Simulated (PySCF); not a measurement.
**C₂H₆Cl₂Si, SMILES `C[Si](C)(Cl)Cl`: what the electrons do**

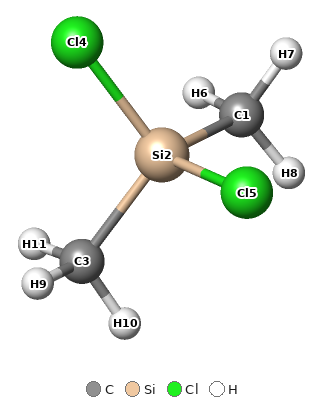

The molecule, with its atoms numbered as below. No frequency check shows the geometry to be a minimum.

Cartesian coordinates (Å):

```
C1      -0.0047   -1.3611   -1.5817
Si2      0.0001   -0.3051   -0.0003
C3       0.0054   -1.3627    1.5799
Cl4     -1.6489    0.8847    0.0040
Cl5      1.6484    0.8855   -0.0034
H6      -0.8817   -1.9997   -1.6268
H7      -0.0179   -0.7375   -2.4719
H8       0.8723   -2.0032   -1.6274
H9       0.0183   -0.7401    2.4708
H10      0.8827   -2.0010    1.6243
H11     -0.8713   -1.9975    1.6350
```

## 1. Bonding charge

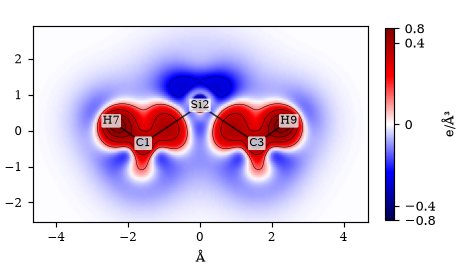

Deformation density (molecule less spherical, spin-averaged free atoms) in the plane of C1, Si2, C3, H7 and H9; colour scale in e/Å³, logarithmic beyond ±0.1; red: gain, blue: loss.

Level of theory: PBE0/aug-cc-pVDZ (PySCF), at a geometry from GFN2-xTB.

Describe the bonding that the map shows.

Answer. C1–H7 and C3–H9: +0.65 e/Å³ at the bond critical point (bond length 1.09 Å). C1–Si2 and Si2–C3: +0.15 e/Å³ at the bond critical point (bond length 1.90 Å). In all, 2.4 electrons gather in the regions of gain relative to the promolecule.

## 2. Bond critical points

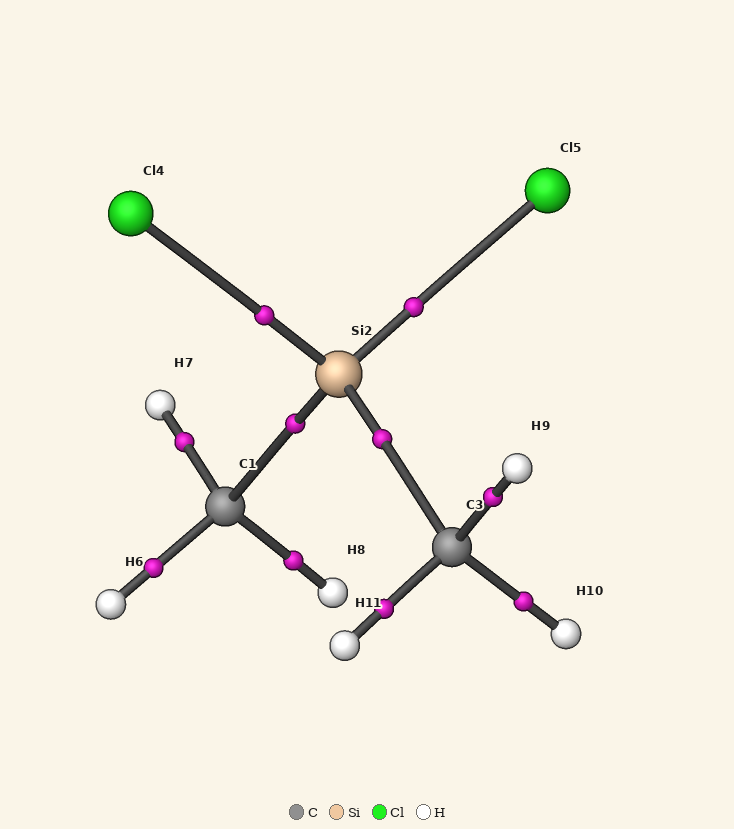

Molecular graph of the electron density (QTAIM): bond paths, bond critical points (magenta), ring points (cyan, if any); weak paths are dashed.

How many critical points of each kind are there, and does the count close?

Answer. 11 nuclei, 10 bond, 0 ring and 0 cage critical points: 11 − 10 + 0 − 0 = 1, as the Poincaré–Hopf relation requires.

Tabulate density, Laplacian, ellipticity and energy density at the bond critical points (atomic units).

Answer.
| bond | length (Å) | ρ (a.u.) | ∇²ρ (a.u.) | ε | H (a.u.) |
| --- | --- | --- | --- | --- | --- |
| C3–H11 | 1.084 | 0.273 | −0.97 | 0.02 | −0.291 |
| C1–H6 (3 alike) | 1.086 | 0.272 | −0.96 | 0.02 | −0.289 |
| C1–H7 (2 alike) | 1.087 | 0.272 | −0.96 | 0.02 | −0.289 |
| C1–Si2 (2 alike) | 1.902 | 0.113 | +0.27 | 0.01 | −0.058 |
| Si2–Cl5 (2 alike) | 2.033 | 0.094 | +0.35 | 0.03 | −0.035 |

What kind of interaction is C1–Si2?

Answer. Polar or intermediate (positive Laplacian, negative energy density H): ρ = 0.113, ∇²ρ = +0.27, H = −0.058 a.u.

## 3. Local ionisation energy

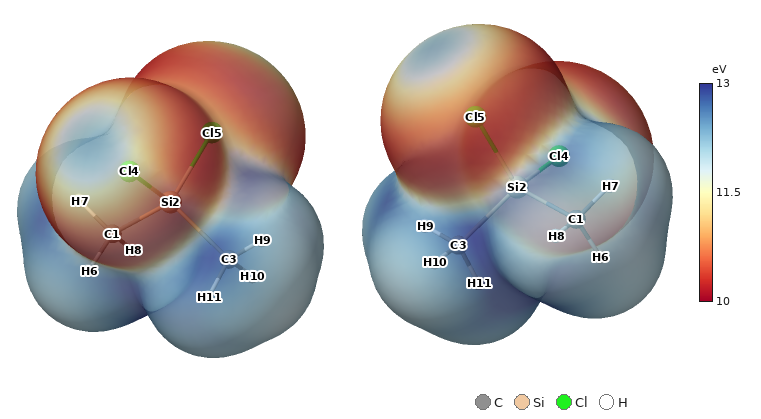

Average local ionisation energy on the surface of electron density 0.001 a.u. (back view left, front view right).

Where are the most loosely bound electrons on this surface?

Answer. The lowest value is 10.2 eV, 2.1 Å from Cl5, and at like points elsewhere. Further minima include 10.3 eV, 2.1 Å from Cl4, and at like points elsewhere. For comparison, the highest occupied orbital lies at −8.6 eV.

## 4. In an electric field

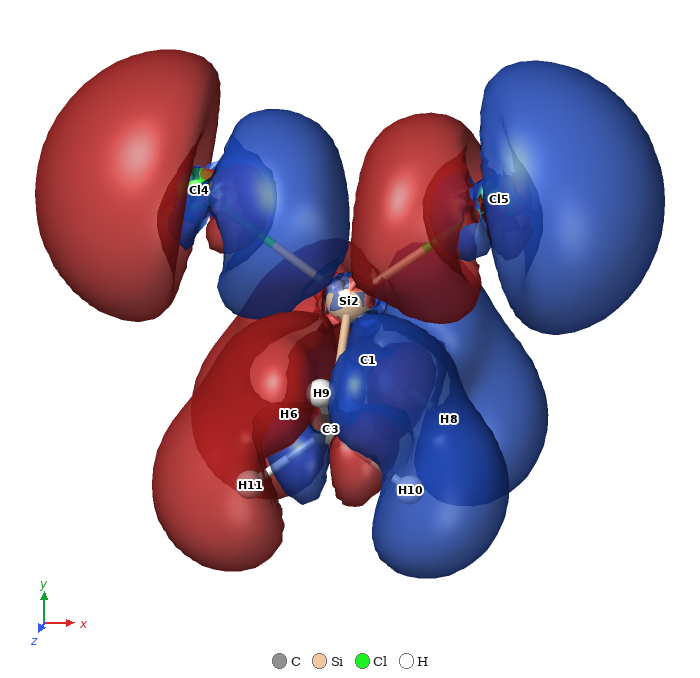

Change of the electron density in a uniform field of 0.26 V/Å, surfaces at ±0.001 e/Å³ (blue: gain, red: loss).

PySCF calculation, LDA (SVWN)/def2-TZVP, gas phase; geometry: GFN2-xTB. A basis without diffuse functions makes polarisabilities too small.

The field was applied in both directions; the picture shows the one opposite to the script's first.

Along which Cartesian direction does the field point?

Answer. Along −x: electrons gather on the +x side, against the field.

How large is the response?

Answer. The induced dipole is 0.98 D (along the field); α along this axis, from the fields in both directions, is 77 bohr³ (11.4 Å³).

## 5. Localised orbitals

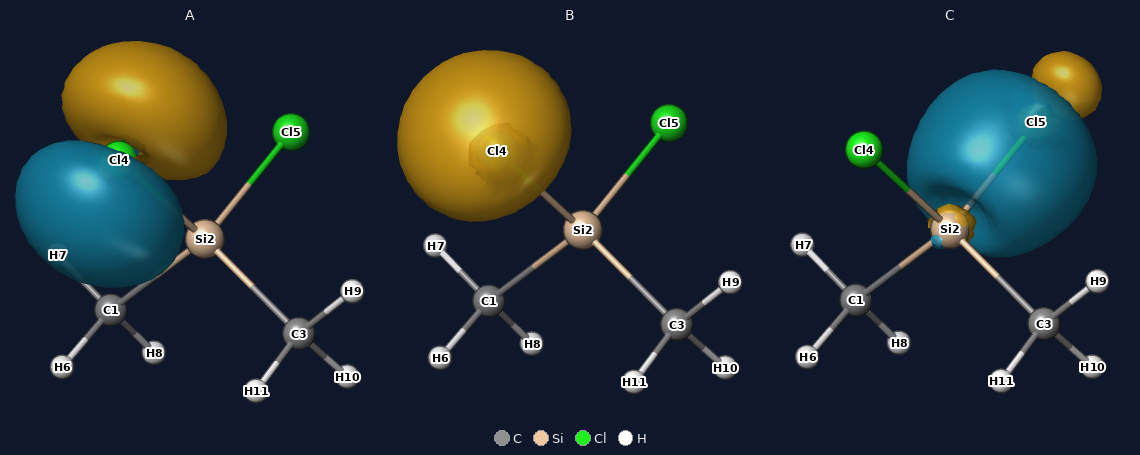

Intrinsic bond orbitals (IBO), occupied; each surface holds about 85 % of the orbital's density. Energies are diagonal elements of the Fock matrix.

Computed with PySCF, LDA (SVWN)/def2-TZVP, geometry: GFN2-xTB.

Name the orbitals, with their atomic make-up and energies.

Answer. By panel:
- A: lone pair on Cl4 (p-type) (Cl4 96 %, Si2 3 %; −8.3 eV)
- B: lone pair on Cl4 (sp0.4-type) (Cl4 100 %; −16.1 eV)
- C: σ bond Cl5–Si2 (Cl5 72 %, Si2 27 %; −15.0 eV)

Which has the smallest and which the largest spatial spread?

Answer. Smallest: B (0.88 Å); largest: A (1.14 Å).

## 6. Stretching a bond

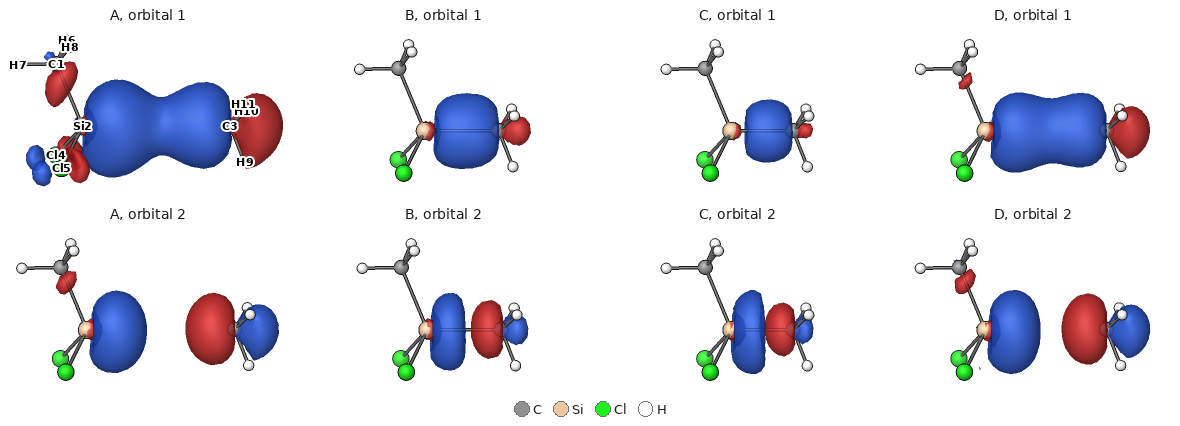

Rigid stretch of the Si2–C3 bond. The two CASSCF(2,2) natural orbitals nearest half filling (orbital 1 the more occupied).

PySCF calculation, 6-31G* basis, gas phase; geometry: GFN2-xTB.

The columns are at 1.72, 2.06, 3.37 and 4.11 Å, in some order. Assign them, and give the occupations.

Answer. A: 4.11 Å, occupations 1.26 and 0.74. B: 2.06 Å, occupations 1.97 and 0.03. C: 1.72 Å, occupations 1.99 and 0.01. D: 3.37 Å, occupations 1.60 and 0.40.

Where does the UHF solution part from RHF?

Answer. Between 2.52 Å (⟨S²⟩ = 0, the two coincide) and 2.90 Å (⟨S²⟩ = 0.62); at 5.24 Å ⟨S²⟩ is 1.01 and UHF lies 4.6 eV below RHF.

How much energy does the stretch cost?

Answer. By CASSCF, 3.9 eV from the lowest point of the scan (1.87 Å) to 5.24 Å; RHF gives 8.0 eV from its own lowest point. The fragments aren't relaxed and dynamic correlation is missing, so this isn't a bond dissociation energy.

The PySCF runs shown took 28 s, 68 s, 32 s and 4.6 min on 1 thread of Intel(R) Xeon(R) Platinum 8259CL CPU @ 2.50GHz (Skylake/Cascade Lake), on a shared host.
